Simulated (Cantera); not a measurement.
Charge: 1 mol Si, 0.015 mol CO₂, 6.4 mol N₂, 1.9 mol H₂O, at 1 atm.

These are equilibrium values from Cantera (NASA tables, ideal gas, pure condensed phases), not measurements of a reactor. Candidate condensed phases: C, C₆H₆, C₇H₈, C₈H₁₈, H₂O, Si, SiC, SiO₂, Si₂N₂O, Si₃N₄; 151 gas species. N₂ is the only nitrogen source here; it is nearly inert below about 1500 K, so the nitride shown seldom forms there in practice. Mutual solubility and eutectic melting of coexisting phases are not modelled. The tables hold silica as quartz up to 1696 K and as liquid above; real silica turns to tridymite and cristobalite and melts near 1996 K. Equilibrium is a limit: real reactors are often held back by kinetics, nucleation or transport.

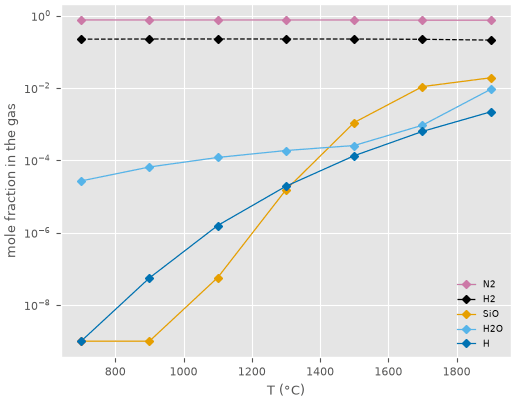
Equilibrium gas composition (values under 1e-9 drawn at 1e-9)

From 700 °C to 1300 °C the condensed part is SiO₂(β-quartz) + Si₂N₂O(s). At 1500 °C the condensed part is SiO₂(condensed) + Si₂N₂O(s). At 1700 °C the condensed part is SiO₂(condensed). At 1900 °C the condensed part is SiO₂(l).
